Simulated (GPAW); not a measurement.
# Polarising a 9-layer slab of Ca(110) with a field along the normal

The dipole of the cell at several fields, atoms fixed. What does the strongest field give, and what length does the slope stand for?

How it was computed: GPAW 26.7.0, plane waves (400 eV), PAW setups, PBE, 6×8 mesh, a dipole layer in the vacuum; geometry relaxed without an applied field with GPAW. The cell's area is 22.02 Å², and e/ε0 = 180.95 V Å.

Results, with one row withheld:

| field (V/Å) | dipole (e Å) |
| --- | --- |
| −0.2 | −0.4986 |
| −0.1 | −0.2495 |
| −0.05 | −0.1250 |
| 0.05 | 0.1238 |
| 0.1 | 0.2483 |
| 0.2 | 0.4974 |
| 0.3 | ? |

**Question.** What is the dipole at 0.3 V/Å?

A: A line through the 6 points has the slope α = 2.490 e Å per V/Å and the intercept p₀ = −0.0006 e Å (r.m.s. residual 7.2e−05). At 0.3 V/Å it gives p = −0.0006 + 2.490 × 0.3 = 0.7463 e Å; the run gives 0.7475 e Å, so the response stays linear to 0.2 % of the induced part. Dividing by ε0 and the area: α/(ε0 A) = 2.490 × 180.95 / 22.02 = 20.46 Å, against 15.71 Å between the outer nuclei. A metal screens fully, so the excess of 4.76 Å puts the image planes about 2.38 Å outside the outer atoms on average.

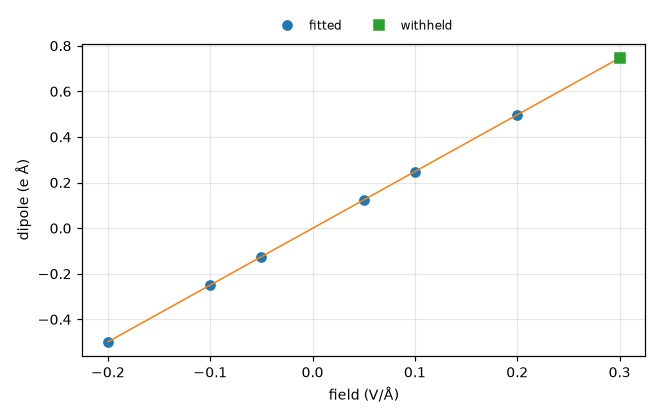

The line and the withheld run.

Caveats: This is the electronic response alone; ions that move would add to it in polar layers. No run was spin-polarised, so magnetic states weren't tested.
